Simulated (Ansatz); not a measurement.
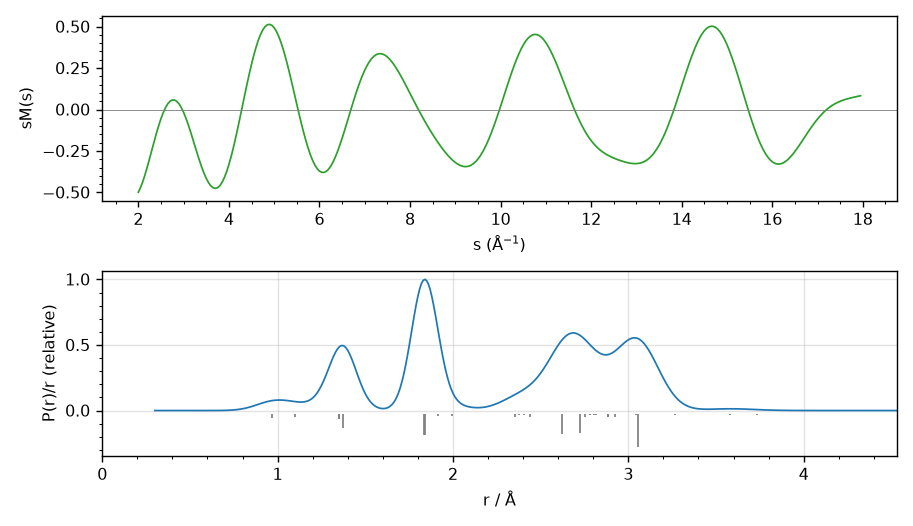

Simulated gas electron diffraction: reduced molecular intensity sM(s) from the Debye equation in the first Born approximation (top) and the radial distribution curve (bottom) of CH₄OS₂. Each pair of atoms contributes with weight ZᵢZⱼ/r (bars below the curve); damping constant 0.0015 Å²; vibrational amplitudes assumed, not computed: 0.05 Å for bonds, 0.078 Å for bonds to H, 0.06 + 0.015 r up to 0.15 Å for other pairs. The geometry is the end point of an optimisation (Ansatz 0.2.0, RKS PBE0/def2-SVP); it may be a saddle point or a higher isomer. SMILES: OC(S)S.

> Assign the first 5 clear peaks of the radial distribution curve (– bonded, ··· not bonded).

Peak 1, 1.01 Å: O–H 0.97 Å, C–H 1.10 Å, not resolved
Peak 2, 1.37 Å: S–H 1.35 Å (×2), O–C 1.37 Å
Peak 3, 1.84 Å: S–C 1.83–1.84 Å (×2)
Peak 4, 2.69 Å: S···H 2.44–2.75 Å (×2), S···O 2.62–2.72 Å (×2), not resolved
Peak 5, 3.04 Å: S···H 2.88–2.92 Å (×3), S···S 3.06 Å, not resolved
